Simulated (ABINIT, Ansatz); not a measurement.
## CdS (Greenockite): bands and cutoff in G0W0 with ABINIT

Wanted: a converged G0W0 gap of CdS (Greenockite), or an estimate of the limit.

Main program and level: ABINIT 10.8.3; PBE and many-body steps on it, plane waves.

## 1. The structure

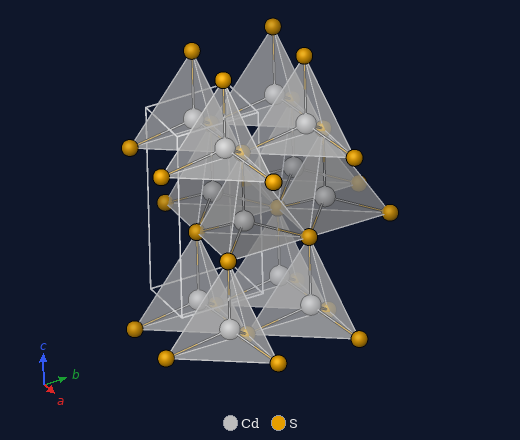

The cell as given, slightly off an axis (cadmium light grey, sulfur orange). 2×2×1 cells are drawn. Some periodic images of atoms are drawn too.

The cell and positions come from the Crystallography Open Database and are kept as given unless a step says otherwise.

## 2. Empty states on the mesh, 3×3×2 mesh, 420 bands

This step: ABINIT 10.8.3; DFT, PBE, plane waves, norm-conserving pseudopotentials.

The sums over transitions need many empty states on a uniform mesh; this step solves for them.

run.abi

```
acell 3*1.0 Angstrom
rprim 
  4.137000000025 -0.000000000006 0.000000000000
  -2.068500000008 3.582747095481 0.000000000000
  0.000000000000 0.000000000000 6.714400000000
ntypat 2
znucl 48 16
natom 4
typat 1 1 2 2
xred 
  0.666666666667 0.333333333333 0.000000000000
  0.333333333333 0.666666666667 0.500000000000
  0.666666666667 0.333333333333 0.375000000000
  0.333333333333 0.666666666667 0.875000000000
pp_dirpath "pseudos"
pseudos "Cd.upf, S.upf"
ecut 47
ngkpt 3 3 2
nshiftk 1
shiftk 0 0 0
kptopt 1
chksymbreak 0
iscf -2
irdden 1
istwfk *1
nband 420
nbdbuf 38
tolwfr 1e-09
nstep 60
prtvol 0
indata_prefix "in"
outdata_prefix "out"
tmpdata_prefix "tmp"
```

Command:

```sh
OMP_NUM_THREADS=1 mpirun -n 4 abinit run.abi > log
```

Numbers of over 12 decimals in the logs are rounded to 6 here.

Output:

```text
.Version 10.8.3 of ABINIT. v10.8.2 released Aug 2026.

 Symmetries : space group P6_3 m c (#186); Bravais hP (primitive hexag.)
[... echo of the input left out ...]
== DATASET  1 ==================================================================
-   mpi_nproc: 4, omp_nthreads: 1 (-1 if OMP is not activated)

--- !DatasetInfo
iteration_state: {dtset: 1, }
dimensions: {natom: 4, nkpt: 6, mband: 420, nsppol: 1, nspinor: 1, nspden: 1, mpw: 10374, }
cutoff_energies: {ecut:  47.0, pawecutdg:  -1.0, }
[...]
5.05874    5.06402    5.06402    5.07706    5.07706    5.09764    5.09765    5.10693
   5.12225    5.13714    5.13775    5.16899    5.19773    5.20055    5.20334    5.21157
   5.21243    5.21658    5.22803    5.24056
 prteigrs : prtvol=0 or 1, do not print more k-points.

== END DATASET(S) ==============================================================
================================================================================

 -outvars: echo values of variables after computation  --------
            nband         420
             nkpt           6
          spgroup         186
 [... the other variables as echoed above ...]

 Calculation completed.
```

Wall time 22 min (4 MPI ranks of Intel Xeon Platinum 8259CL at 2.50GHz (Skylake/Cascade Lake), shared host); peak memory 0.82 GiB; 87 min of CPU time.

Numbers from this step:

```yaml
gap: 1.219 eV
k_of_the_valence_top: 0, 0, 0
k_of_the_conduction_bottom: 0, 0, 0
least_direct_gap: 1.219 eV
k_points_computed: 6
lowest_point_of_the_top_converged_band_above_the_valence_top: 126.2437 eV
```

On this mesh the gap is 1.219 eV.

The density comes from a self-consistent run that is not shown.

## 3. Screening, 3×3×2 mesh, 70 bands, screening to 76.2 eV

The RPA dielectric matrix is built and inverted for each q.

This step: RPA screening on PBE, plane waves, norm-conserving pseudopotentials.

Changes to run.abi since step 2:

```diff
@@ -22,10 +22,11 @@
 chksymbreak 0
-iscf -2
-irdden 1
 istwfk *1
-nband 420
-nbdbuf 38
-tolwfr 1e-09
-nstep 60
-prtvol 0
+occopt 1
+irdwfk 1
+optdriver 3
+nband 70
+ecuteps 2.8
+inclvkb 2
+awtr 1
+symchi 1
 indata_prefix "in"
```

Output:

```text
.Version 10.8.3 of ABINIT. v10.8.2 released Aug 2026.

 Symmetries : space group P6_3 m c (#186); Bravais hP (primitive hexag.)
[... echo of the input left out ...]
== DATASET  1 ==================================================================
-   mpi_nproc: 4, omp_nthreads: 1 (-1 if OMP is not activated)

--- !DatasetInfo
iteration_state: {dtset: 1, }
dimensions: {natom: 4, nkpt: 6, mband: 70, nsppol: 1, nspinor: 1, nspden: 1, mpw: 10374, }
cutoff_energies: {ecut:  47.0, pawecutdg:  -1.0, }
electrons: {nelect:   5.20000000E+01, charge:   0.00000000E+00, occopt:   1.00000000E+00, tsmear:   1.00000000E-02, }

 SCREENING: Calculation of the susceptibility and dielectric matrices

 Based on a program developped by R.W. Godby, V. Olevano, G. Onida, and L. Reining.
 Incorporated in ABINIT by V. Olevano, G.-M. Rignanese, and M. Torrent.
.Using double precision arithmetic ; gwpc =  8

[... cell and pseudopotentials left out ...]
--------------------------------------------------------------------------------

 ==== K-mesh for the wavefunctions ====
 Number of points in the irreducible wedge :     6
[... list of points left out ...]
 Together with 12 symmetry operations and time-reversal symmetry
 yields    18 points in the full Brillouin Zone.

 ==== Q-mesh for the screening function ====
 Number of points in the irreducible wedge :     6
[... list of points left out ...]
 Together with 12 symmetry operations and time-reversal symmetry
 yields    18 points in the full Brillouin Zone.

 setmesh: FFT mesh size selected  =    25x   25x   48
          total number of points  =        30000

 vcoul_init : cutoff-mode = AUXILIARY_FUNCTION
 q-points for optical limit:   1
     1)      0.000010    0.000020    0.000030

- screening: taking advantage of time-reversal symmetry
- Maximum band index for partially occupied states nbvw = 26
- Remaining bands to be divided among processors   nbcw = 44
- Number of bands treated by each node ~11

 Number of electrons calculated from density =   52.0000; Expected =   52.0000
 average of density, n =  0.077428
 r_s =    1.4555
 omega_plasma =   26.8414 [eV]

 calculating chi0 at frequencies [eV] :
  1    0.000000E+00    0.000000E+00
  2    0.000000E+00    2.684136E+01

--------------------------------------------------------------------------------
  q-point number  1        q = ( 0.000000, 0.000000, 0.000000) [r.l.u.]
--------------------------------------------------------------------------------
[... chi0 elements left out ...]
 For q-point:  0.000010 0.000020 0.000030
  dielectric constant =  13.1388
  dielectric constant without local fields =  13.8627

  Average fulfillment of the sum rule on Im[epsilon] for q-point    1 :     31.11  [%]
[... wings left out ...]
  q-point number  2        q = ( 0.333333, 0.000000, 0.000000) [r.l.u.]
--------------------------------------------------------------------------------
[... chi0 elements left out ...]
  Average fulfillment of the sum rule on Im[epsilon] for q-point    2 :     35.75  [%]

 [... 4 further q-points ...]
```

The job ended after 42 s (4 MPI ranks; peak memory 1.1 GiB).

Numbers from this step:

| Quantity | Value |
| --- | --- |
| ε∞ with local fields, on this mesh, along the program's q direction | 13.14 |
| the same without local fields | 13.86 |
| plasma frequency | 26.84 eV |
| plane waves in the screening matrix | 135 |

Local fields lower ε∞ by 5 %. On a Γ-centred mesh this coarse the value itself is usually too large, while a short band sum pulls it down.

## 4. 70 bands, 76.2 eV

The self-energy is evaluated for the states that the input lists, and the levels follow from it, in one-shot runs by the linearised quasiparticle equation.

This step: G0W0 on PBE, plane waves, norm-conserving pseudopotentials.

Changes to run.abi since step 3:

```diff
@@ -25,8 +25,15 @@
 irdwfk 1
-optdriver 3
+optdriver 4
 nband 70
+gwcalctyp 0
+ecutsigx 47
+symsigma 1
+nkptgw 1
+kptgw 
+  0.0000000000 0.0000000000 0.0000000000
+bdgw 
+  25 28
 ecuteps 2.8
-inclvkb 2
-awtr 1
-symchi 1
+irdscr 1
+ppmodel 1
 indata_prefix "in"
```

Output:

```text
.Version 10.8.3 of ABINIT. v10.8.2 released Aug 2026.

 Symmetries : space group P6_3 m c (#186); Bravais hP (primitive hexag.)
[... echo of the input left out ...]
== DATASET  1 ==================================================================
-   mpi_nproc: 4, omp_nthreads: 1 (-1 if OMP is not activated)

--- !DatasetInfo
iteration_state: {dtset: 1, }
dimensions: {natom: 4, nkpt: 6, mband: 70, nsppol: 1, nspinor: 1, nspden: 1, mpw: 10374, }
cutoff_energies: {ecut:  47.0, pawecutdg:  -1.0, }
electrons: {nelect:   5.20000000E+01, charge:   0.00000000E+00, occopt:   1.00000000E+00, tsmear:   1.00000000E-02, }

 SIGMA: Calculation of the GW corrections

 Based on a program developped by R.W. Godby, V. Olevano, G. Onida, and L. Reining.
 Incorporated in ABINIT by V. Olevano, G.-M. Rignanese, and M. Torrent.
.Using double precision arithmetic ; gwpc =  8

[... cell and pseudopotentials left out ...]
--------------------------------------------------------------------------------

 ==== K-mesh for the wavefunctions ====
 Number of points in the irreducible wedge :     6
[... list of points left out ...]
 Together with 12 symmetry operations and time-reversal symmetry
 yields    18 points in the full Brillouin Zone.

 ==== Q-mesh for screening function ====
 Number of points in the irreducible wedge :     6
[... list of points left out ...]
 Together with 12 symmetry operations and time-reversal symmetry
 yields    18 points in the full Brillouin Zone.

 vcoul_init : cutoff-mode = AUXILIARY_FUNCTION
 q-points for optical limit:   1
     1)      0.000010    0.000020    0.000030
 setmesh: FFT mesh size selected  =    45x   45x   80
          total number of points  =       162000

 Number of electrons calculated from density =   52.0000; Expected =   52.0000
 average of density, n =  0.077428
 r_s =    1.4555
 omega_plasma =   26.8414 [eV]

 === KS Band Gaps ===
  >>>> For spin  1
   Minimum direct gap =   1.2185 [eV], located at k-point      :   0.0000  0.0000  0.0000
   Fundamental gap    =   1.2185 [eV], Top of valence bands at :   0.0000  0.0000  0.0000
                                       Bottom of conduction at :   0.0000  0.0000  0.0000
 SIGMA fundamental parameters:
 PLASMON POLE MODEL  1
 number of plane-waves for SigmaX                10251
 number of plane-waves for SigmaC and W            135
 number of plane-waves for wavefunctions         10251
 number of bands                                    70
 number of independent spin polarizations            1
 number of spinorial components                      1
 number of k-points in IBZ                           6
 number of q-points in IBZ                           6
 number of symmetry operations                      12
 number of k-points in BZ                           18
 number of q-points in BZ                           18
 number of frequencies for dSigma/dE                 9
 frequency step for dSigma/dE [eV]                0.25
 number of omega for Sigma on real axis              0
 max omega for Sigma on real axis  [eV]           0.00
 zcut for avoiding poles [eV]                     0.10

 EPSILON^-1 parameters (SCR file):
 dimension of the eps^-1 matrix on file            135
 dimension of the eps^-1 matrix used               135
 number of plane-waves for wavefunctions         10251
 number of bands                                    70
 number of q-points in IBZ                           6
 number of frequencies                               2
 number of real frequencies                          1
 number of imag frequencies                          1

 matrix elements of self-energy operator (all in [eV])

 Perturbative Calculation

--- !SelfEnergy_ee
iteration_state: {dtset: 1, }
kpoint     : [   0.000,    0.000,    0.000, ]
spin       : 1
KS_gap     :    1.219
QP_gap     :    2.138
Delta_QP_KS:    0.920
data: !SigmaeeData |
     Band     E0 <VxcDFT>   SigX SigC(E0)      Z dSigC/dE  Sig(E)    E-E0       E
       25   4.328 -15.356 -18.331   2.833   0.785  -0.274 -15.468  -0.112   4.216
       26   4.328 -15.356 -18.331   2.833   0.785  -0.274 -15.468  -0.112   4.216
       27   5.547 -10.669  -6.558  -3.119   0.815  -0.228  -9.861   0.808   6.355
       28   7.132 -11.029  -6.546  -3.285   0.815  -0.227 -10.053   0.976   8.108

== END DATASET(S) ==============================================================
================================================================================

 -outvars: echo values of variables after computation  --------
           etotal      0.0000000000E+00
            nband          70
             nkpt           6
          spgroup         186
 [... the other variables as echoed above ...]

 Calculation completed.
```

Run time: 11 s. Hardware: 4 MPI ranks; peak memory 0.99 GiB.

Numbers from this step:

```
G0W0 gap on the points computed              : 2.139 eV
starting gap on the mesh                     : 1.219 eV
k of the valence top                         : 0, 0, 0
k of the conduction bottom                   : 0, 0, 0
Z at the valence top                         : 0.785
Z at the conduction bottom                   : 0.815
least direct G0W0 gap on the computed points : 2.139 eV
```

The gap on the mesh goes from 1.22 eV to 2.14 eV, a correction of +0.92 eV.

## 5. Screening, 3×3×2 mesh, 171 bands, screening to 141.5 eV

This step: RPA screening on PBE, plane waves, norm-conserving pseudopotentials.

Changes to run.abi since step 4:

```diff
@@ -25,15 +25,8 @@
 irdwfk 1
-optdriver 4
-nband 70
-gwcalctyp 0
-ecutsigx 47
-symsigma 1
-nkptgw 1
-kptgw 
-  0.0000000000 0.0000000000 0.0000000000
-bdgw 
-  25 28
-ecuteps 2.8
-irdscr 1
-ppmodel 1
+optdriver 3
+nband 171
+ecuteps 5.2
+inclvkb 2
+awtr 1
+symchi 1
 indata_prefix "in"
```

Output:

```text
.Version 10.8.3 of ABINIT. v10.8.2 released Aug 2026.

 Symmetries : space group P6_3 m c (#186); Bravais hP (primitive hexag.)
[... echo of the input left out ...]
== DATASET  1 ==================================================================
-   mpi_nproc: 4, omp_nthreads: 1 (-1 if OMP is not activated)

--- !DatasetInfo
iteration_state: {dtset: 1, }
dimensions: {natom: 4, nkpt: 6, mband: 171, nsppol: 1, nspinor: 1, nspden: 1, mpw: 10374, }
cutoff_energies: {ecut:  47.0, pawecutdg:  -1.0, }
electrons: {nelect:   5.20000000E+01, charge:   0.00000000E+00, occopt:   1.00000000E+00, tsmear:   1.00000000E-02, }

 SCREENING: Calculation of the susceptibility and dielectric matrices

 Based on a program developped by R.W. Godby, V. Olevano, G. Onida, and L. Reining.
 Incorporated in ABINIT by V. Olevano, G.-M. Rignanese, and M. Torrent.
.Using double precision arithmetic ; gwpc =  8

[... cell and pseudopotentials left out ...]
--------------------------------------------------------------------------------

 ==== K-mesh for the wavefunctions ====
 Number of points in the irreducible wedge :     6
[... list of points left out ...]
 Together with 12 symmetry operations and time-reversal symmetry
 yields    18 points in the full Brillouin Zone.

 ==== Q-mesh for the screening function ====
 Number of points in the irreducible wedge :     6
[... list of points left out ...]
 Together with 12 symmetry operations and time-reversal symmetry
 yields    18 points in the full Brillouin Zone.

 setmesh: FFT mesh size selected  =    27x   27x   54
          total number of points  =        39366

 vcoul_init : cutoff-mode = AUXILIARY_FUNCTION
 q-points for optical limit:   1
     1)      0.000010    0.000020    0.000030

- screening: taking advantage of time-reversal symmetry
- Maximum band index for partially occupied states nbvw = 26
- Remaining bands to be divided among processors   nbcw = 145
- Number of bands treated by each node ~36

 Number of electrons calculated from density =   52.0000; Expected =   52.0000
 average of density, n =  0.077428
 r_s =    1.4555
 omega_plasma =   26.8414 [eV]

 calculating chi0 at frequencies [eV] :
  1    0.000000E+00    0.000000E+00
  2    0.000000E+00    2.684136E+01

--------------------------------------------------------------------------------
  q-point number  1        q = ( 0.000000, 0.000000, 0.000000) [r.l.u.]
--------------------------------------------------------------------------------
[... chi0 elements left out ...]
 For q-point:  0.000010 0.000020 0.000030
  dielectric constant =  13.1670
  dielectric constant without local fields =  13.9526

  Average fulfillment of the sum rule on Im[epsilon] for q-point    1 :     61.13  [%]
[... wings left out ...]
  q-point number  2        q = ( 0.333333, 0.000000, 0.000000) [r.l.u.]
--------------------------------------------------------------------------------
[... chi0 elements left out ...]
  Average fulfillment of the sum rule on Im[epsilon] for q-point    2 :     65.78  [%]

 [... 4 further q-points ...]
```

Run time: 3.6 min. Hardware: 4 MPI ranks; peak memory 1.6 GiB.

This step gave:

- ε∞ with local fields, on this mesh, along the program's q direction: 13.17
- the same without local fields: 13.95
- plasma frequency: 26.84 eV
- plane waves in the screening matrix: 379

[end of part 1 of 2]

[Paths, hosts, dates, memory and timing lines, banners, echoed tables and standing remarks are left out of the program output.]

[Logs are printed without paths, hosts, clocks, repeated set-up lines and the standing remarks that a program may print on its own settings, such as how far it seeks lower states.]

[Runs of the session that timed out or met a known fault of the program may be left out.]

[Hosts, paths, dates, database ids (printed as entryN), source tags and the programs' standing remarks are cut or masked in the printed files.]

[G0W0 gaps are taken among the corrected bands and points alone; a level outside them can change the order at an edge.]

[Where Ansatz stands beside ABINIT at settings called matched, ABINIT's density can come from a denser mesh and the files from another edition; pairs whose starting gaps differed by over 0.03 eV were left out, so agreement reads better than it is.]
